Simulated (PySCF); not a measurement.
Consider C₄H₃BFN (SMILES N#CB(F)[C+]1[CH]C1) (charge +1, doublet).

Input

```
{"job": {"kind": "epr", "basis": "pcH-1"}, "charge": 1, "multiplicity": 2}
N      3.130340    -0.301080     1.389530
C      2.283386     0.096416     0.740777
B      1.171406     0.672949    -0.185694
F      1.500752     1.450504    -1.154601
C     -0.243783     0.223051     0.163667
C     -1.368147     0.292460     0.892598
C     -1.361387    -0.740024    -0.134611
H     -1.895895     0.742732     1.704136
H     -1.361545    -1.785004     0.186958
H     -1.846245    -0.647352    -1.110233
```

Run with:

```sh
OMP_NUM_THREADS=1 python probes_run.py task.json out
```

Geometry: GFN2-xTB.

Method: PySCF 2.14.0, density-fitted response routines, UKS B3LYP, pcH-1 on B C F H N, non-relativistic, mean-field spin-orbit, GIAO.

Predict the electron density, electron localisation function and spin density between the atoms.

Answer. C–N (1.14 Å): the density is about 3.6 e/Å³ at the midpoint; the ELF peaks at about 0.90 between the atoms: a short, multiple covalent bond.
B–F (1.29 Å): ρ is about 1.3 e/Å³ halfway; the ELF peaks at about 0.85 in the valence shell of F, 0.4 Å from its nucleus, and is about 0.30 at the midpoint.
C–B (1.53 Å): the density is about 1.3 e/Å³ at the midpoint; the ELF peaks at about 0.95 between the atoms (localised, covalent bonding).
The unpaired spin (1 electron) lies mostly on C5 (about 0.3), C6 (about 0.3), C7 (about 0.1), H10 (about 0.1) and H9 (about 0.1), in electrons by Hirshfeld's partition.

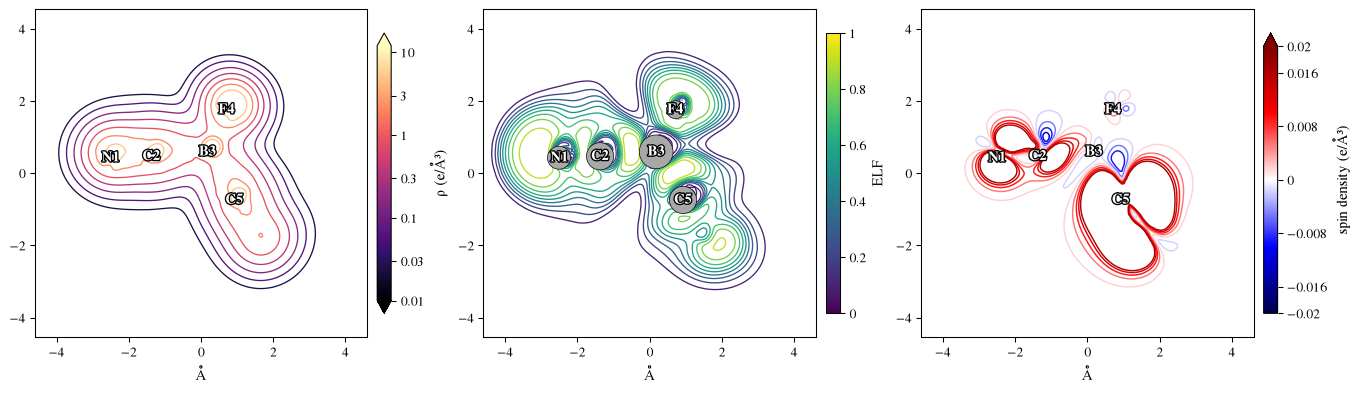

Computed electron density, electron localisation function and spin density on the plane of atoms C2, B3 and C5, in this order. Grey discs cover the atomic cores in the ELF map. 
